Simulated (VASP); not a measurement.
Band structure of BN (space group R3m). Method: PBEsol GGA, VASP's PBE PAW potentials (set 64) (plane waves; VASP).

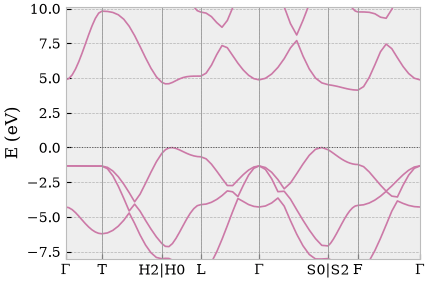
Fig. 1. Bands along high-symmetry lines, zero at the valence-band maximum or, without a gap, the Fermi level

### Question
Read the plot: is there a gap, and where are the band edges?

### Answer
The gap is indirect, 4.13 eV, from the valence maximum at Γ-S0 at 0.91 to the conduction minimum at F. (Edges off the drawn lines would not show.)

The structure comes from a computed database's BN entry (R3m); how it stands against other phases isn't given here. It was relaxed first.
